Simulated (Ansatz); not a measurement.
# ClGeH₃S₃: small, medium and large basis sets

How large a basis does ClGeH₃S₃ need? Two functionals are run in growing sets.

Method: one geometry, several basis sets; program: Ansatz 0.2.0, Gaussian basis.

Levels to be run: PBE0-D4/def2-SVP; ωB97M-V/def2-SVP; PBE0-D4/def2-QZVPP; ωB97M-V/def2-QZVPP; the functionals' def2-TZVPP values are taken from earlier runs.

### 1 Structure used throughout

The geometry comes from an earlier relaxation with PBE0-D4 in a triple-zeta def2 set; it is a stationary point, not always the lowest conformer.

SMILES `[SH][Ge]([SH])([SH])[Cl]`, 8 atoms, charge 0, spin multiplicity 1.

Atoms are counted from 1 here; the program's logs count them from 0.

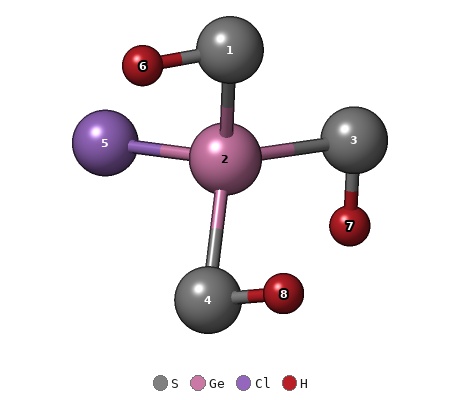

The geometry (sulfur grey, germanium pink, chlorine purple, hydrogen red); atoms are numbered from 1 in the order of the file.

### 2 PBE0-D4 in def2-SVP

in.yaml reads:

```yaml
crystal:
  periodic: [false, false, false]
  atoms:
    - {symbol: S, position_ang: [-1.221968, 1.371096, 1.201705]}
    - {symbol: Ge, position_ang: [0.145156, 0.277932, -0.137252]}
    - {symbol: S, position_ang: [1.936732, -0.077057, 1.096260]}
    - {symbol: S, position_ang: [-0.683015, -1.572100, -1.014518]}
    - {symbol: Cl, position_ang: [0.578091, 1.455266, -1.885173]}
    - {symbol: H, position_ang: [-2.082379, 1.643068, 0.205129]}
    - {symbol: H, position_ang: [2.370679, -1.056615, 0.284656]}
    - {symbol: H, position_ang: [-0.951098, -2.098789, 0.193393]}
basis:
  gaussian: {orbitals: def2-SVP}
hamiltonian: {xc: pbe0, dispersion: d4}
output: {orbitals: {seedname: orbitals}}
```

Launch:

```bash
> ansatz run in.yaml --threads 4 --pin off --events-out ev --progress --plain --max-ram 10444MiB
```

Further steps of the session: ωB97M-V in def2-SVP; PBE0-D4 in def2-QZVPP; ωB97M-V in def2-QZVPP.

**Question.** What will the summary of the whole plan be? Wanted: PBE0-D4: double and triple zeta above quadruple; ωB97M-V: double and triple zeta above quadruple.

**Answer**, as computed:

```
                                       quantity           value
PBE0-D4: double and triple zeta above quadruple  25.42, 2.56 eV
ωB97M-V: double and triple zeta above quadruple  25.15, 2.47 eV
```

What this shows: PBE0-D4 gains 22.86 eV from double to triple zeta, then 2.56 eV more. Total energies overstate the basis error of differences, where much of it tends to cancel. The LUMO of ωB97M-V is positive and keeps falling with the basis (0.86 to 0.26 eV): an unbound level that the basis holds in place.
